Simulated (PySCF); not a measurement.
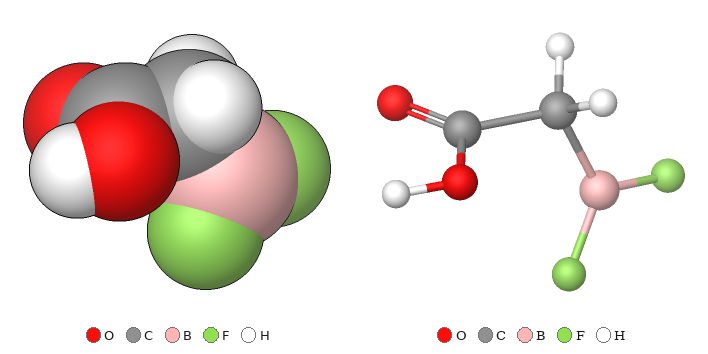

Both panels show the same species.

The geometry was computed by an optimisation with PBE0-D3(BJ)/def2-SVP. No frequency run is at hand to confirm it as a minimum.

Identify the structure.

It has 10 atoms: 2 carbon, 3 hydrogen, 1 boron, 2 fluorine and 2 oxygen (C2H3BF2O2). SMILES: `O=C(O)CB(F)F`. It has no ring. Among its groups: carboxylic acid. This geometry has C1 symmetry. Coordination: 1 C trigonal planar; 1 O bent; 1 C tetrahedral; 1 B trigonal planar.

The parts below concern this one geometry. Atoms keep their numbers from picture to picture.

Geometry

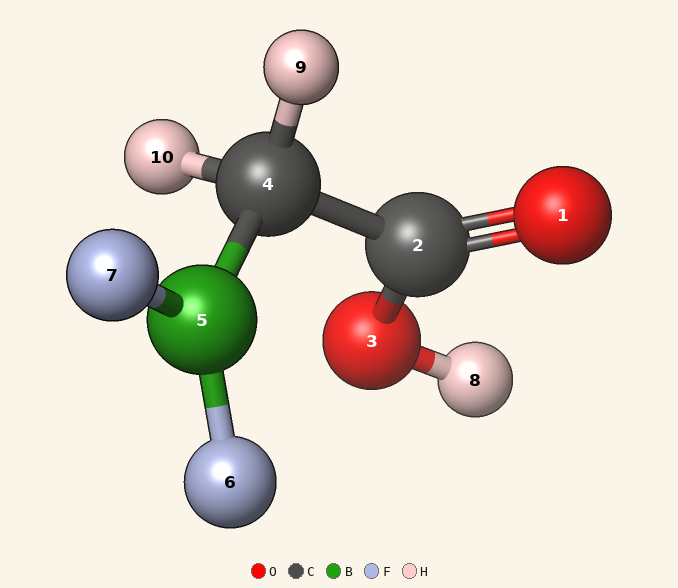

The atoms are numbered. No frequency run is at hand to confirm it as a minimum.

Which atoms are bonded, and how long are the bonds?

```
  bond  length (Å)   order
 O1–C2       1.202  double
 C2–O3       1.339  single
 C2–C4       1.499  single
 O3–H8       0.970  single
 C4–B5       1.569  single
 C4–H9       1.098  single
C4–H10       1.104  single
 B5–F6       1.316  single
 B5–F7       1.318  single
```

Spin–spin coupling

No frequency run is at hand to confirm it as a minimum. Method: PBE/pcJ-1 indirect spin-spin coupling, non-relativistic, gas phase (PySCF 2.14.0). Isotopes: 11B, 13C, 19F, 1H, 17O.

Give the spin–spin coupling constants of these pairs, with the number of bonds between them: C2/B5, C4/F7, B5/H10, F6/F7.

| pair | bonds apart | J (Hz) |
| --- | --- | --- |
| C2, B5 | 2 | −2.3 |
| C4, F7 | 2 | 26.5 |
| B5, H10 | 2 | −8.5 |
| F6, F7 | 2 | −286.0 |

Density functionals are unreliable for couplings to fluorine, so those rows may be far off.

NMR shielding

The questions are on isotropic NMR shieldings of the C atoms. No frequency run is at hand to confirm it as a minimum. Method: GIAO PBE0/cc-pVTZ NMR shielding, non-relativistic, gas phase (PySCF 2.14.0).

Give the isotropic NMR shieldings of the C atoms atom by atom.

```
atom  σ (ppm)
  C2     16.6
  C4    165.6
```

Charges

The questions are on Mulliken charges. No frequency run is at hand to confirm it as a minimum. Method: PBE0/IGLO-III, gas phase (PySCF 2.14.0).

Which atom carries the highest charge (most positive or least negative)?

B5 (0.85 e).

And the lowest?

C4 (−0.49 e).

Give the Mulliken charges atom by atom.

```csv
atom,value (e)
O1,−0.46
C2,0.53
O3,−0.39
C4,−0.49
B5,0.85
F6,−0.33
F7,−0.33
H8,0.30
H9,0.18
H10,0.14
```

Quadrupole coupling

No frequency run is at hand to confirm it as a minimum. Electric field gradients from the ground-state density, PBE0/cc-pVTZ (PySCF 2.14.0), non-relativistic apart from any core potentials.

Give the largest field-gradient component, the quadrupole coupling constant and the asymmetry for 17O at O1 (Q = −25.6 mb), 17O at O3 (Q = −25.6 mb), 11B at B5 (Q = 40.59 mb).

```
atom  V_zz (a.u.)  e²qQ/h (MHz)     η
  O1       −1.518          9.13  0.18
  O3        1.468         −8.83  0.53
  B5        0.374          3.56  0.48
```

Mulliken values depend strongly on the basis set and can even reverse the polarity of a bond.
